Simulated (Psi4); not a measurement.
# TiH3 (SMILES [H][Ti]([H])[H]): UHF/CBS (density fitting, extrapolation scf/cc-pv[dt]z)

Aim: the energy change on altering one bond length of TiH3 at UHF/CBS (density fitting, extrapolation scf/cc-pv[dt]z), from 2 runs. 

The calculation is run with Psi4 1.11.

3 further runs of the same task are left out: 1 that didn't finish, 2 set aside as unsound or not needed.

## Step 1: The structure to begin with

TiH3: 4 atoms, total charge 0, spin state doublet. As SMILES, `[H][Ti]([H])[H]`. Geometry: a GFN2-xTB relaxation, a rough one for these elements and not checked as a minimum.

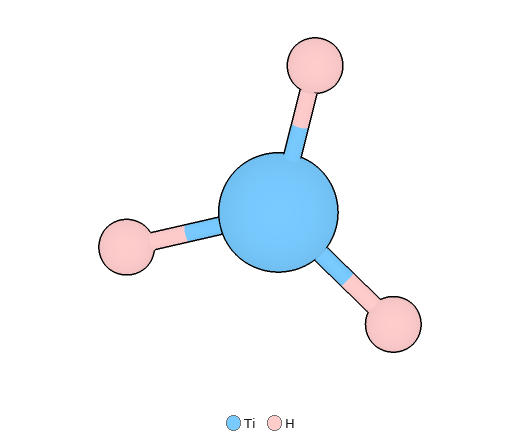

Viewed from a chosen angle; titanium blue, hydrogen pink.

## Step 2: The energy at UHF/CBS (density fitting, extrapolation scf/cc-pv[dt]z)

h3ti.py reads:

```python
import psi4

psi4.set_memory(1600000000)
psi4.set_num_threads(1)
psi4.set_output_file('run.log', False)

molecule = psi4.geometry("""
0 2
Ti
H 1 1.695011
H 1 1.695103 2 119.99875
H 1 1.695065 2 119.97847 3 179.97792
units angstrom
no_reorient
no_com
""")

psi4.set_options(dict(reference='uhf', scf_type='df'))

e_tot = psi4.energy('scf/cc-pv[dt]z', molecule=molecule)
print(f'total energy {e_tot:.8f} hartree = {e_tot * 27.211386:.5f} eV')
```

Run with:

```sh
$ python h3ti.py
```

run.log:

```text
[...]
  Running in c1 symmetry.
[...]
  Nuclear repulsion =   21.145130444197825
[...]
  Multiplicity = 2
[...]
  Nalpha       = 13
  Nbeta        = 12
[...]
    Number of basis functions: 58
[...]
   @DF-UHF iter   1:  -850.02875126820834   -8.25166e-01   4.17384e-03 ADIIS/DIIS
[...]
   @DF-UHF iter  10:  -850.08219468881146   -2.79513e-08   8.89943e-07 DIIS
[...]
   @S^2 Observed:                7.629963473E-01
[...]
    Orbital Energies [Eh]
    ---------------------
    Alpha Occupied:
       1A   -183.395110     2A    -21.563215     3A    -17.932199
       4A    -17.931510     5A    -17.930269     6A     -2.995063
       7A     -1.938492     8A     -1.932280     9A     -1.889035
      10A     -0.498625    11A     -0.456501    12A     -0.415134
      13A     -0.410175
    Alpha Virtual:
      14A      0.029840    15A      0.030807    16A      0.048840
      17A      0.050986    18A      0.072932    19A      0.097087
      20A      0.136823    21A      0.138263    22A      0.153560
      23A      0.169121    24A      0.176184    25A      0.183534
[...]
  @DF-UHF Final Energy:  -850.08219468881146
   => Energetics <=
    Nuclear Repulsion Energy =             21.1451304441978252
    One-Electron Energy =               -1204.7941775729882465
    Two-Electron Energy =                 333.5668524399790726
    Total Energy =                       -850.0821946888113416
  UHF NO Occupations:
  HONO-2 :   11  A 1.9979065
  HONO-1 :   12  A 1.9966570
[...]
 Multipole Moments:
 ------------------------------------------------------------------------------------
     Multipole            Electronic (a.u.)      Nuclear  (a.u.)        Total (a.u.)
 ------------------------------------------------------------------------------------
 L = 1.  Multiply by 2.5417464519 to convert [e a0] to [Debye]
 Dipole X            :         -0.0011037            0.0005407           -0.0005629
 Dipole Y            :         -0.0384235           -0.0002550           -0.0386785
 Dipole Z            :          0.0817396            0.0004880            0.0822276
 Magnitude           :                                                    0.0908720
[...]
```

On the terminal:

```text
total energy -850.09388588 hartree = -23132.23286 eV
```

Wall time 9.9 s (1 thread of AMD EPYC 9R45 (Zen 5), shared host); peak memory 0.75 GiB.

## Step 3: The distorted shape

h3ti.dat reads:

```
memory 1600 mb

molecule {
  0 2
  Ti    -0.082426     0.148243    -0.001630
  H      1.612304     0.120193     0.011190
  H     -0.823130     1.481870    -0.017560
  H     -0.953646    -1.305787     0.002690
  no_reorient
  no_com
}

set globals {
  reference uhf
  scf_type df
}

result, w = energy('scf/cc-pv[dt]z', return_wfn=True)
print_variables()
```

Run with:

```sh
$ psi4 -i h3ti.dat -o h3ti.out -n 1
```

h3ti.out:

```text
[...]
  Running in c1 symmetry.
[...]
  Nuclear repulsion =   21.926994523536301
[...]
  Multiplicity = 2
[...]
  Nalpha       = 13
  Nbeta        = 12
[...]
    Number of basis functions: 110
[...]
   @DF-UHF iter   1:  -850.03277031022242   -7.54683e-01   2.29272e-03 DIIS/ADIIS
[...]
   @DF-UHF iter  10:  -850.06801628617939   -3.51448e-08   8.14494e-07 DIIS
[...]
   @S^2 Observed:                7.608441430E-01
[...]
    Orbital Energies [Eh]
    ---------------------
    Alpha Occupied:
       1A   -183.372917     2A    -21.541391     3A    -17.910105
       4A    -17.909691     5A    -17.908318     6A     -2.978765
       7A     -1.922238     8A     -1.920101     9A     -1.873083
      10A     -0.482341    11A     -0.459730    12A     -0.423901
      13A     -0.406606
    Alpha Virtual:
      14A      0.031328    15A      0.036416    16A      0.049240
      17A      0.052967    18A      0.080828    19A      0.100859
      20A      0.140444    21A      0.141815    22A      0.155181
      23A      0.173603    24A      0.182214    25A      0.185770
[...]
  @DF-UHF Final Energy:  -850.06801628617939
   => Energetics <=
    Nuclear Repulsion Energy =             21.9269945235363011
    One-Electron Energy =               -1206.6665068648303532
    Two-Electron Energy =                 334.6714960551146874
    Total Energy =                       -850.0680162861794997
  UHF NO Occupations:
  HONO-2 :   11  A 1.9980275
  HONO-1 :   12  A 1.9975113
[...]
 Multipole Moments:
 ------------------------------------------------------------------------------------
     Multipole            Electronic (a.u.)      Nuclear  (a.u.)        Total (a.u.)
 ------------------------------------------------------------------------------------
 L = 1.  Multiply by 2.5417464519 to convert [e a0] to [Debye]
 Dipole X            :          3.6562215           -3.7375835           -0.0813619
 Dipole Y            :         -6.5766067            6.7229312            0.1463246
 Dipole Z            :          0.0735325           -0.0747198           -0.0011872
 Magnitude           :                                                    0.1674278
[...]
```

It took 9.6 s on 1 thread of AMD EPYC 9R45 (Zen 5), shared host; peak memory 0.75 GiB.

## Step 4: What came out

At UHF/CBS (density fitting, extrapolation scf/cc-pv[dt]z):

```
                                                          quantity          value
                                         first shape: total energy  -850.09389 Eh
                    first shape: ⟨S²⟩ of the reference determinant          0.763
                                     distorted shape: total energy  -850.07911 Eh
                distorted shape: ⟨S²⟩ of the reference determinant          0.761
energy change with the Ti1–H3 bond shortened from 1.695 to 1.526 Å       0.402 eV
```

With the Ti1–H3 bond shortened from 1.695 to 1.526 Å the energy rises by 0.40 eV (38.8 kJ/mol). The first shape isn't relaxed at this level, so the change isn't measured from a minimum.
